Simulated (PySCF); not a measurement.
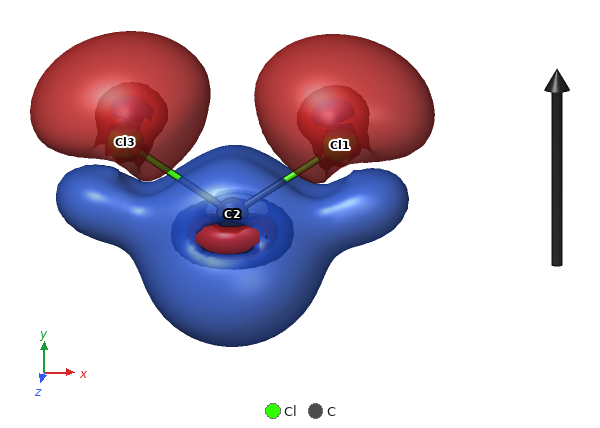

CCl$_{2}$, SMILES `Cl[C]Cl`. Change of the electron density in a uniform field of 0.41 V/Å along +y (arrow), surfaces at ±0.002 e/Å³ (blue: gain, red: loss).

Level of theory: PBE0/6-31+G* (PySCF), at a geometry from GFN2-xTB. No frequency check shows the geometry to be a minimum. The basis has diffuse s and p functions alone, which still leaves polarisabilities too small, most of all across bonds. GFN2-xTB bond lengths at metals and heavier atoms can be off by up to 0.1 Å and shapes distorted, which carries into these values.

Coordinates in Å:

```
Cl1      1.3937    0.1386    0.0000
C2      -0.0000   -0.7855    0.0000
Cl3     -1.3937    0.1386    0.0000
```

### What dipole is induced, and what polarisability does it imply?

The induced dipole is 0.63 D (along the field); α along this axis, from the fields in both directions, is 31 bohr³ (4.6 Å³).

### Which atoms gain and lose the most charge?

Electrons gather most on C2 (Hirshfeld charge changes by −0.033 e) and leave Cl1 and Cl3 alike most (+0.016 e); 0.061 electrons are displaced in all.
